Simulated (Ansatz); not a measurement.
# GeH$_{4}$O$_{3}$: molecular dynamics (part 5 of 5)

Continued. System: GeH$_{4}$O$_{3}$. Method: RKS B3LYP-D4/def2-SVP (Ansatz 0.2.0). It belongs to a series of runs on one base structure; here: dynamics from the start.

Geometry of the input (Å):
```
Ge -0.0368  -0.0732  0.2449
H  0.0891  0.1276  1.7559
O  1.5125  0.0693  -0.6004
H  1.6974  -0.7252  -1.1211
O  -1.1594  1.1793  -0.3167
H  -1.0863  1.3425  -1.2673
O  -0.5922  -1.6967  -0.2337
H  -1.5171  -1.8721  -0.0147
```

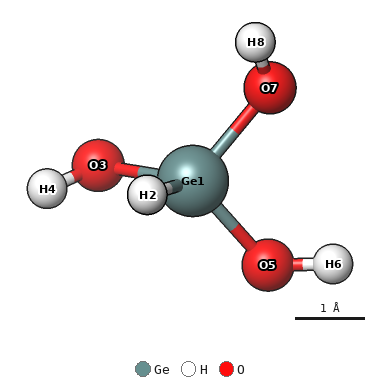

*The geometry at step 98 of the log (ball-and-stick view, seen at a tilt; atoms are numbered from 1 in the order of the input).*

### Trajectory as extended XYZ, continued
```
8
Properties=species:S:1:pos:R:3:forces:R:3 step=95 time_fs=47.5 energy=-62715.27017 temperature=903.9
Ge   -0.0001   -0.0918    0.2075   -0.5094  -0.2575   0.6818
H     0.3240   -0.1463    1.7288   -0.1815   0.2677  -0.0578
O     1.5876    0.0905   -0.5533    1.2671   0.7638   1.6671
H     2.1893    0.3521    0.2315   -1.0915  -0.5488  -1.9585
O    -1.1599    1.0927   -0.3416   -1.4139   0.9852  -0.3946
H    -2.1451    0.9422   -0.4744    2.0838  -0.2737   0.3866
O    -0.8621   -1.5436   -0.2423   -0.1376  -1.8695   0.4244
H    -0.7288   -2.3284    0.3462   -0.0171   0.9328  -0.7490
8
Properties=species:S:1:pos:R:3:forces:R:3 step=97 time_fs=48.5 energy=-62715.40095 temperature=1065.7
Ge   -0.0007   -0.0907    0.2098   -0.5374  -0.5619  -0.2021
H     0.3325   -0.1191    1.6873   -0.0859   0.2065   0.6171
O     1.5956    0.0938   -0.5540    0.3039   0.4466   0.8042
H     2.1708    0.3858    0.1985   -0.3500  -0.2874  -1.0239
O    -1.1560    1.0920   -0.3438   -0.2494   1.1305  -0.2271
H    -2.1133    0.9379   -0.4553    0.8115  -0.4207   0.1863
O    -0.8740   -1.5551   -0.2444   -0.0353  -0.3691  -0.1779
H    -0.7057   -2.3241    0.3096    0.1426  -0.1445   0.0233
8
Properties=species:S:1:pos:R:3:forces:R:3 step=98 time_fs=49.0 energy=-62715.40873 temperature=1072.7
Ge   -0.0010   -0.0902    0.2110   -0.5520  -0.7000  -0.6548
H     0.3364   -0.1047    1.6684   -0.0286   0.1808   0.9665
O     1.5997    0.0956   -0.5542   -0.3574   0.1516   0.1388
H     2.1598    0.4014    0.1777    0.1992  -0.0217  -0.3218
O    -1.1542    1.0919   -0.3449    0.6252   1.2463  -0.1257
H    -2.0936    0.9343   -0.4449   -0.1202  -0.5446   0.0688
O    -0.8800   -1.5610   -0.2454   -0.0427   0.4421  -0.5066
H    -0.6938   -2.3218    0.2909    0.2766  -0.7544   0.4347
8
Properties=species:S:1:pos:R:3:forces:R:3 step=99 time_fs=49.5 energy=-62715.36702 temperature=1017.0
Ge   -0.0014   -0.0897    0.2122   -0.5566  -0.8315  -1.0791
H     0.3403   -0.0899    1.6518    0.0283   0.1594   1.2947
O     1.6037    0.0974   -0.5543   -1.0831  -0.2259  -0.6167
H     2.1494    0.4170    0.1561    0.8139   0.3253   0.4686
O    -1.1523    1.0920   -0.3461    1.5737   1.3868  -0.0357
H    -2.0742    0.9294   -0.4344   -1.1308  -0.6927  -0.0388
O    -0.8860   -1.5668   -0.2466   -0.0651   1.1597  -0.7643
H    -0.6813   -2.3213    0.2733    0.4198  -1.2812   0.7713
8
Properties=species:S:1:pos:R:3:forces:R:3 step=100 time_fs=50.0 energy=-62715.29686 temperature=924.7
Ge   -0.0017   -0.0892    0.2133   -0.5419  -0.9577  -1.4437
H     0.3442   -0.0748    1.6384    0.0780   0.1420   1.5748
O     1.6075    0.0991   -0.5546   -1.7750  -0.6384  -1.3391
H     2.1408    0.4333    0.1357    1.3978   0.7058   1.2223
O    -1.1501    1.0923   -0.3473    2.4107   1.5304   0.0211
H    -2.0576    0.9229   -0.4240   -2.0369  -0.8389  -0.1163
O    -0.8919   -1.5725   -0.2478   -0.0653   1.6637  -0.8776
H    -0.6678   -2.3238    0.2575    0.5327  -1.6069   0.9585
```
